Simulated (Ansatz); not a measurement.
Cl2FHHfO···HF

The calculation's input:

```
crystal:
  periodic: [false, false, false]
  atoms:
    - { symbol: Hf, position_ang: [0.0, 0.0, 0.0] }
    - { symbol: F, position_ang: [0.0, 0.0, 2.33] }
    - { symbol: Cl, position_ang: [2.3764, 0.0, -0.8392] }
    - { symbol: F, position_ang: [-0.9326, 1.6157, -0.6593] }
    - { symbol: Cl, position_ang: [-1.1869, -2.0563, -0.8392] }
    - { symbol: O, position_ang: [1.237, -1.8784, 0.7473] }
    - { symbol: H, position_ang: [0.6706, -2.7104, 0.6628] }
    - { symbol: H, position_ang: [0.7289, -1.1068, 1.9476] }
basis:
  gaussian: { orbitals: def2-SVP }
hamiltonian:
  xc: hf
relax:
  f_tol: 0.15
  max_steps: 25
  restrain:
    - { distance: [0, 5], at: 2.07, k: 30.0 }
    - { distance: [7, 1], at: 0.92, k: 30.0 }
    - { distance: [0, 1], at: 3.18, k: 30.0 }
    - { distance: [7, 5], at: 2.21, k: 30.0 }
output:
  orbitals: {}
```

Launched as:

```sh
ansatz run input.yaml --threads 2 --pin off --max-ram 3072MiB --backend cpu --events-out ev --progress --plain --runs-dir out
```

The fields are those of the run's last geometry, not of the input's.

Core potentials replace the inner electrons of Hf; not at a stationary point (largest force 1.9 eV/Å).

Theory: RHF/def2-SVP in Ansatz.

**Predict the electron density and electron localisation function between the atoms.**

Hf1···F2 (3.17 Å): the density falls to about 0.03 e/Å³ on the way; the ELF dips to about 0 between them.
Hf–O (2.02 Å): the density is about 0.69 e/Å³ at the midpoint; the ELF peaks at about 0.85 in the valence shell of O, 0.6 Å from its nucleus, and drops to about 0.15 between the two atoms.
F–H (0.91 Å): ρ is about 4.8 e/Å³ halfway; the ELF climbs to about 1 towards the hydrogen, as it does in any bond to H; a covalent bond by its length.
O–H (0.94 Å): ρ at the midpoint is about 3.8 e/Å³; the ELF climbs to about 1 towards the hydrogen (a covalent bond by its length).

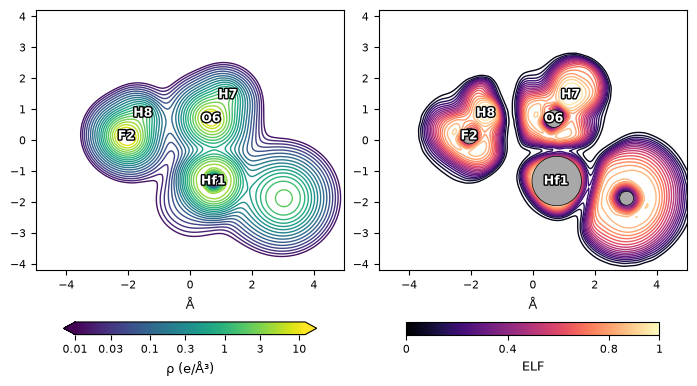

Computed electron density and electron localisation function on the plane of atoms Hf1, O6 and H7, in this order. Grey discs cover the atomic cores in the ELF map. 
